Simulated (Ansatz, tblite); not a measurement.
**PAsAsAs tetrahedron (As3P): spin-state energies by level**

Is the singlet the ground state of PAsAsAs tetrahedron (As3P)? Other spin states are computed and compared level by level.

Computed with Ansatz 0.2.0, Gaussian basis. Level: as each input shows.

The runs, in order: triplet, at the geometry of the singlet (GFN1-xTB, GFN2-xTB, PBE0-D4/def2-TZVP, PBE-D4/def2-TZVP, r2SCAN-D4/def2-TZVP); the singlet's energies come from earlier runs.

## Step 1: The structure

The geometry is that of the singlet, from an earlier relaxation (r2SCAN-D4/def2-SVP).

4 atoms, charge 0, spin multiplicity 1.

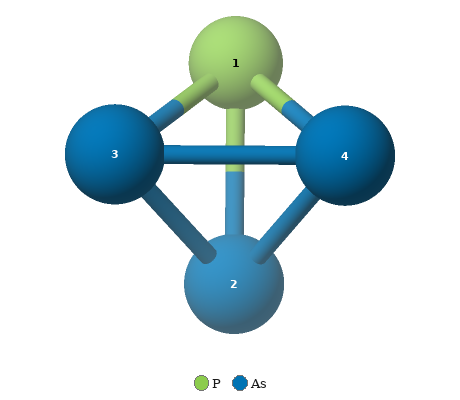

The geometry (phosphorus green, arsenic blue); atoms are numbered from 1 in the order of the file.

Geometry (Å):

```xyz
4

P    -1.1149   -0.0471    0.8475
As    1.2040   -0.3372    0.7928
As    0.1090    1.3691   -0.5528
As   -0.1981   -0.9848   -1.0875
```

## Step 2: Triplet at the fixed geometry, GFN1-xTB

Tight binding, by tblite at 300 K electronic temperature and without a spin-polarisation term:

```python
tblite.interface.Calculator('GFN1-xTB', numbers, positions, charge=0, uhf=2).singlepoint()
```

Energy -261.8715 eV; 0.005 s.

## Step 3: Triplet at the fixed geometry, GFN2-xTB

Tight binding, by tblite at 300 K electronic temperature and without a spin-polarisation term:

```python
tblite.interface.Calculator('GFN2-xTB', numbers, positions, charge=0, uhf=2).singlepoint()
```

Energy -259.9019 eV; 0.005 s.

## Step 4: Triplet at the fixed geometry, PBE0-D4/def2-TZVP

Input file in.yaml:

```yaml
crystal:
  periodic: [false, false, false]
  atoms:
    - {symbol: P, position_ang: [-1.114939, -0.047055, 0.847507]}
    - {symbol: As, position_ang: [1.204003, -0.337194, 0.792847]}
    - {symbol: As, position_ang: [0.109024, 1.369099, -0.552805]}
    - {symbol: As, position_ang: [-0.198098, -0.984841, -1.087540]}
basis:
  gaussian: {orbitals: def2-TZVP}
magnetization: {spin_polarized: true, initial_magnetization: 2}
hamiltonian: {xc: pbe0, dispersion: d4}
scf: {omitted_lower_state_checks: [starts]}
output: {orbitals: {seedname: orbitals}}
```

Started as:

```
> ansatz run in.yaml --threads 4 --pin off --events-out ev --progress --plain --max-ram 3916MiB
```

The log of the run:

```text
Functional definition: PBE0
  name "PBE0"
  cite "Adamo & Barone, J. Chem. Phys. 110, 6158 (1999) doi:10.1063/1.478522"
  cite "Perdew, Burke & Ernzerhof, Phys. Rev. Lett. 77, 3865 (1996) doi:10.1103/PhysRevLett.77.3865"
  parent pbe
  parameter a = 0.25
  parameter kappa = 0.804
  parameter beta = 0.06672455060314922
  exchange = (1 - a)*pbe_x(kappa = kappa, mu = beta*pi^2/3) + a*exact_x
  correlation = pbe_c(beta = beta)
these checks for a lower state are left out or cut short: starts
1196 factors; integrals over basis functions are off by at most 9.6e-4 eV
mean field evaluation 1: about -191784.5955 eV, gradient 1.6e1 eV
mean field evaluation 2: about -191779.9615 eV, gradient 3.1e1 eV
mean field evaluation 4: about -191785.8195 eV, gradient 2.2e0 eV
mean field evaluation 8: about -191786.0424 eV, gradient 5.6e-1 eV
mean field evaluation 16: about -191786.1304 eV, gradient 2.7e-1 eV
mean field evaluation 32: about -191786.2216 eV, gradient 1.0e-4 eV
mean field -191786.22163430 eV, -7048.0136476906 hartree, gradient 3.4e-6 eV, S^2 2.009332; 0 other end points of the search recorded, 0 dependent functions left out
reference -191786.22165719 eV, -7048.0136485317 hartree; 58, 56 occupied and 123, 125 virtual orbitals, 1196 factors
Total energy: -191786.43938108 eV, -7048.0216497372 hartree
Checks for a lower state left out: starts
```

It took 21 s on 4 threads of Arm Neoverse V2, shared host; peak memory 0.96 GiB.

HOMO -3.36 eV, LUMO -4.97 eV (over both spins; with the spin held, an empty level of the minority spin lies below the top filled one); ⟨S²⟩ 2.009 (pure: 2.00).

## Step 5: Triplet at the fixed geometry, PBE-D4/def2-TZVP

start.molden holds the orbitals of an earlier run on this state, given as this run's starting guess.

Edit in.yaml of step 4 so:

```diff
@@ -8,5 +8,5 @@
 basis:
-  gaussian: {orbitals: def2-TZVP}
+  gaussian: {orbitals: def2-TZVP, initial_orbitals: start.molden}
 magnetization: {spin_polarized: true, initial_magnetization: 2}
-hamiltonian: {xc: pbe0, dispersion: d4}
+hamiltonian: {xc: pbe, dispersion: d4}
 scf: {omitted_lower_state_checks: [starts]}
```

Same command.

The log of the run:

```text
Functional definition: PBE
  name "PBE"
  cite "Perdew, Burke & Ernzerhof, Phys. Rev. Lett. 77, 3865 (1996) doi:10.1103/PhysRevLett.77.3865"
  parent pbe
  parameter kappa = 0.804
  parameter beta = 0.06672455060314922
  exchange = pbe_x(kappa = kappa, mu = beta*pi^2/3)
  correlation = pbe_c(beta = beta)
these checks for a lower state are left out or cut short: starts
1389 factors; their error is unknown
mean field evaluation 1: about -191780.3902 eV, gradient 1.1e1 eV
mean field evaluation 2: about -191780.5394 eV, gradient 2.2e-1 eV
mean field evaluation 4: about -191780.5283 eV, gradient 1.1e-1 eV
mean field evaluation 8: about -191780.5284 eV, gradient 3.5e-5 eV
mean field -191780.52838910 eV, -7047.8044247882 hartree, gradient 5.5e-6 eV, S^2 2.005626; 0 other end points of the search recorded, 0 dependent functions left out
reference -191780.52841980 eV, -7047.8044259164 hartree; 58, 56 occupied and 123, 125 virtual orbitals, 1389 factors
Total energy: -191780.78802802 eV, -7047.8139663428 hartree
Checks for a lower state left out: starts
```

Run time: 9.5 s. Hardware: 4 threads of Arm Neoverse V2, shared host; peak memory 0.55 GiB.

HOMO -2.39 eV, LUMO -5.77 eV (over both spins; with the spin held, an empty level of the minority spin lies below the top filled one); ⟨S²⟩ 2.006 (pure: 2.00).

## Step 6: Triplet at the fixed geometry, r2SCAN-D4/def2-TZVP

Edit in.yaml of step 5 so:

```diff
@@ -10,3 +10,3 @@
 magnetization: {spin_polarized: true, initial_magnetization: 2}
-hamiltonian: {xc: pbe, dispersion: d4}
+hamiltonian: {xc: r2scan, dispersion: d4}
 scf: {omitted_lower_state_checks: [starts]}
```

Same command.

The log of the run:

```text
Functional definition: r2SCAN
  name "r2SCAN"
  cite "Furness, Kaplan, Ning, Perdew & Sun, J. Phys. Chem. Lett. 11, 8208 (2020) doi:10.1021/acs.jpclett.0c02405"
  cite "Furness, Kaplan, Ning, Perdew & Sun, J. Phys. Chem. Lett. 11, 9248 (2020) doi:10.1021/acs.jpclett.0c03077"
  parent r2scan
  parameter k0 = 0.174
  parameter k1 = 0.065
  parameter a1 = 4.9479
  exchange = r2scan_x(k0 = k0, k1 = k1, a1 = a1)
  correlation = r2scan_c
these checks for a lower state are left out or cut short: starts
1389 factors; their error is unknown
mean field evaluation 1: about -191810.3822 eV, gradient 7.8e0 eV
mean field evaluation 2: about -191810.4556 eV, gradient 1.3e-1 eV
mean field evaluation 4: about -191810.4442 eV, gradient 1.5e-2 eV
mean field evaluation 8: about -191810.4442 eV, gradient 2.4e-5 eV
mean field -191810.44421872 eV, -7048.9038112494 hartree, gradient 6.9e-6 eV, S^2 2.011628; 0 other end points of the search recorded, 0 dependent functions left out
reference -191810.44422872 eV, -7048.9038116167 hartree; 58, 56 occupied and 123, 125 virtual orbitals, 1389 factors
Total energy: -191810.49065844 eV, -7048.9055178774 hartree
Checks for a lower state left out: starts
```

Wall time 27 s (4 threads of Arm Neoverse V2, shared host); peak memory 0.63 GiB.

Report: HOMO -2.67 eV, LUMO -5.64 eV (over both spins; with the spin held, an empty level of the minority spin lies below the top filled one); ⟨S²⟩ 2.012 (pure: 2.00).

## Step 7: Triplet less singlet, vertical

The singlet's energies are those of its earlier runs, whose logs aren't repeated here.

| level | triplet less singlet, vertical (kJ/mol) | time |
| --- | --- | --- |
| GFN1-xTB | +301.9 | 0.009 s |
| GFN2-xTB | +321.3 | 0.008 s |
| PBE-D4/def2-TZVP | +377.0 | 11 s |
| r2SCAN-D4/def2-TZVP | +375.5 | 32 s |
| PBE0-D4/def2-TZVP | +374.5 | 24 s |

Times add the two runs; a level without a time comes out of a correlated run. Tight binding without a spin term can't rank spin states.

## Step 8: Summary of results

```
                                                quantity                                       value
triplet less singlet, vertical, functionals in def2-TZVP  +374.5 (PBE0-D4) to +377.0 kJ/mol (PBE-D4)
```

In words: All functionals put the triplet above the singlet, over a spread of 2.5 kJ/mol. The checks for a lower triplet were left out, so another state of that spin may lie lower. These are electronic energies, without zero-point motion, entropy or surroundings.
